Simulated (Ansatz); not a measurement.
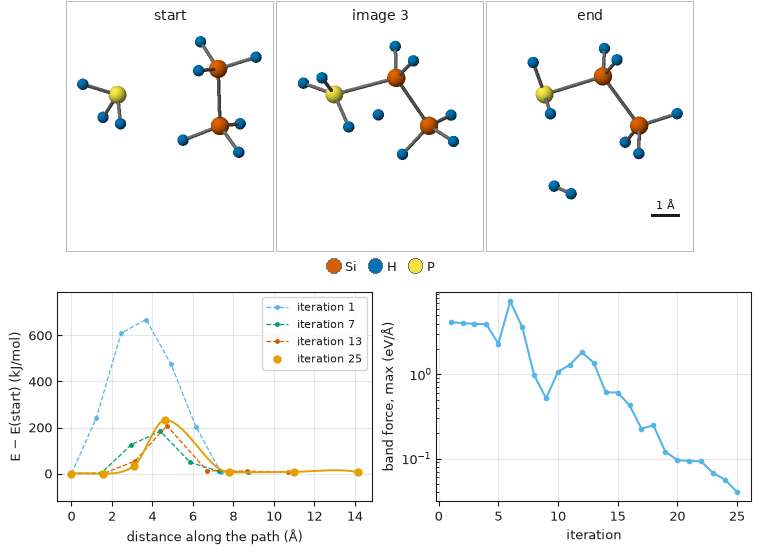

A nudged-elastic-band calculation for Si$_{2}$PH$_{9}$, made up of Si2H6 and PH3. Images are numbered from 0 (start) to 6 (end). The plot follows the band through its iterations. A ball-and-stick model, seen at a tilt.

All numbers below come from RKS PBE0-D4/def2-SVP (Ansatz 0.2.0).

The input:
```yaml
crystal:
  periodic: [false, false, false]
  atoms:
    - {symbol: Si, position_ang: [-0.214929, -1.220737, -1.327241]}
    - {symbol: H, position_ang: [1.011982, -0.511504, -1.776188]}
    - {symbol: H, position_ang: [-0.237248, -2.566757, -1.965905]}
    - {symbol: H, position_ang: [-1.414681, -0.466186, -1.771460]}
    - {symbol: Si, position_ang: [-0.210259, -1.508390, 0.994428]}
    - {symbol: H, position_ang: [1.446372, 2.147473, 0.525235]}
    - {symbol: P, position_ang: [0.150969, 2.373883, -0.008138]}
    - {symbol: H, position_ang: [-0.170085, -0.208501, 1.717394]}
    - {symbol: H, position_ang: [-1.434512, -2.240173, 1.418947]}
    - {symbol: H, position_ang: [0.978690, -2.304558, 1.404124]}
    - {symbol: H, position_ang: [-0.373205, 2.817992, 1.233387]}
    - {symbol: H, position_ang: [0.466806, 3.687457, -0.444583]}
basis:
  gaussian: {orbitals: def2-SVP}
hamiltonian: {xc: pbe0, dispersion: d4}
neb:
  images: 5
  climbing: true
  max_iterations: 40
  initial_path: idpp
  final_atoms:
    - {symbol: Si, position_ang: [-1.303300, 0.066963, -0.548305]}
    - {symbol: H, position_ang: [2.965440, 0.242270, 0.860609]}
    - {symbol: H, position_ang: [-1.503572, -0.486112, -1.916828]}
    - {symbol: H, position_ang: [-2.641575, 0.384792, 0.022041]}
    - {symbol: Si, position_ang: [-0.250154, -1.523319, 0.805054]}
    - {symbol: H, position_ang: [2.760231, 0.948078, 0.991438]}
    - {symbol: P, position_ang: [-0.106750, 1.983855, -0.534544]}
    - {symbol: H, position_ang: [-0.051544, -0.978593, 2.174589]}
    - {symbol: H, position_ang: [-1.079452, -2.755929, 0.891471]}
    - {symbol: H, position_ang: [1.077048, -1.883535, 0.237516]}
    - {symbol: H, position_ang: [-0.799290, 2.548817, -1.639313]}
    - {symbol: H, position_ang: [0.932818, 1.452713, -1.343729]}
```

Launched with:
```bash
ansatz run in.yaml --threads 4 --pin off --events-out ev --progress --plain --max-ram 9574MiB
```

Did the band converge, and can the barrier be trusted?

The run is converged, with reservations. The band converged in 25 iterations. The largest component of the band force went from 4.1 to 0.04 eV/Å. The climbing image converged on the top of the path. Its curvatures weren't checked. The largest force component is 0.22 eV/Å at the start and 0.51 eV/Å at the end; an end with forces this large is no minimum, and the barrier measured from it can be far off. The first iteration put the highest image at 669.2 kJ/mol. The energy climbs by 232.6 kJ/mol to image 3 and then falls by 226.0 kJ/mol, so the end point sits at +6.6 kJ/mol. Image 1 lies below both ends, at −0.5 kJ/mol, so an end isn't at the bottom of its valley.

Limits of the set-up: the start holds two separate molecules, 3.1 Å apart at their closest, whose relative position is a soft coordinate.

The run took 5.3 min on 4 threads of Intel Xeon Platinum 8259CL @ 2.50GHz (shared host).
